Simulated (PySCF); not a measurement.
**C5H9N2Si (SMILES [SiH3]CC1=C[N]CN=C1) (doublet): density, localisation and related maps**

```xyz
17

Si   -2.5334    0.3972   -0.0405
C    -1.2964   -0.9725    0.5121
C     0.0741   -0.4498    0.4317
C     0.8503   -0.5290   -0.7510
N     2.0399   -0.0540   -0.8730
C     2.6228    0.5994    0.2540
N     1.8798    0.7308    1.4651
C     0.6947    0.2315    1.5079
H    -2.3762    1.5406    0.8559
H    -3.8804   -0.1644    0.0571
H    -2.2234    0.7681   -1.4202
H    -1.5368   -1.2695    1.5333
H    -1.4182   -1.8372   -0.1406
H     0.4380   -1.0217   -1.6267
H     2.9300    1.6105   -0.0646
H     3.5688    0.0830    0.4935
H     0.1595    0.3491    2.4456
```

Geometry: GFN2-xTB.

The calculation used PySCF, UKS B3LYP, pcH-1 on C H N Si, non-relativistic, mean-field spin-orbit, GIAO.

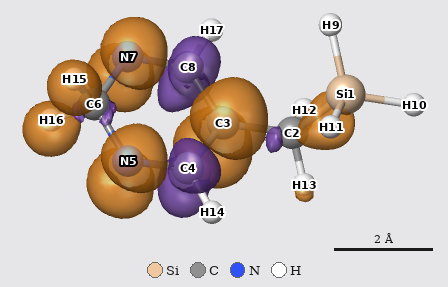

Figure 1. Isosurfaces of the spin density at +0.02 (orange) and −0.02 e/Å³ (purple), seen at a tilt.

### Which atoms carry the spin?

The unpaired spin (1 electron) lies mostly on C3 (about 0.3), N5 (about 0.2) and N7 (about 0.2), in electrons by Hirshfeld's partition.

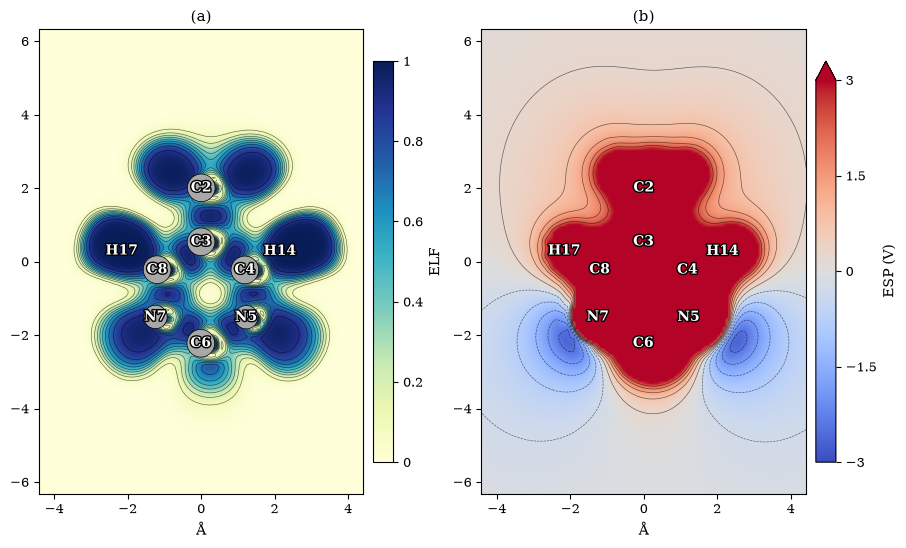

Figure 2. (a) electron localisation function; (b) molecular electrostatic potential on the plane of atoms C4, N5 and C6. Grey discs cover the atomic cores in the ELF map.

### What does the map show?

The section cuts through C, N and H sites. C–N (1.29 Å): the ELF peaks at about 0.80 between the atoms: a covalent bond. C–C (1.42 Å): the ELF peaks at about 0.95 between the atoms: a covalent bond. C–H (1.09 Å): the ELF is about 1 at the midpoint (an ordinary covalent bond to hydrogen). C–N (1.43 Å): the ELF peaks at about 0.90 between the atoms: a shared electron pair. C–C (1.47 Å): the ELF peaks at about 0.90 between the atoms: a shared electron pair. The ELF also peaks beside N7 and N5, away from the bonds: non-bonding electrons, paired or unpaired. Outside the dense part of the molecule the potential is most negative (−2.7 V) near N5 and N7.

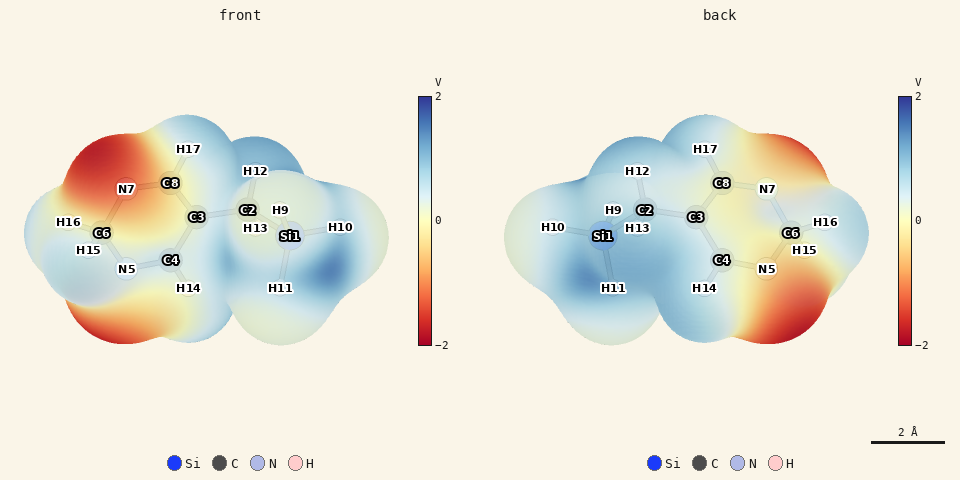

Figure 3. The molecular electrostatic potential painted on the density surface at 0.002 e/bohr³, seen from the front and from behind; the colour scale runs from red (negative) to blue (positive).

### Describe the electrostatic potential map.

The most negative region (about −1.8 V) lies over N5 and N7, the most positive (about +1.4 V) over Si1.
